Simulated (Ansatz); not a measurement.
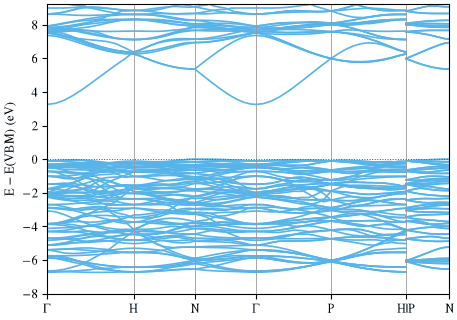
Fig. 1. Band structure from r²SCAN (plane waves, PAW; program Ansatz)

The gap is 3.25 eV; an edge lies off the plotted path or next to a special point (maximum off the standard path, minimum at Γ).

The material is Ga2O3 (bixbyite, Ia-3).

A made-up cell: these elements were put on the sites of a structure type; neither database checked (COD, Materials Project) lists it. It is not the phase usual at ambient conditions (space group No. 12, 167). Symmetry was held in the r²SCAN relaxation; of distortions, only those at the zone centre were tested. Spin–orbit coupling is left out wherever it is not named.

Potentials: the later of the program's two PAW sets.
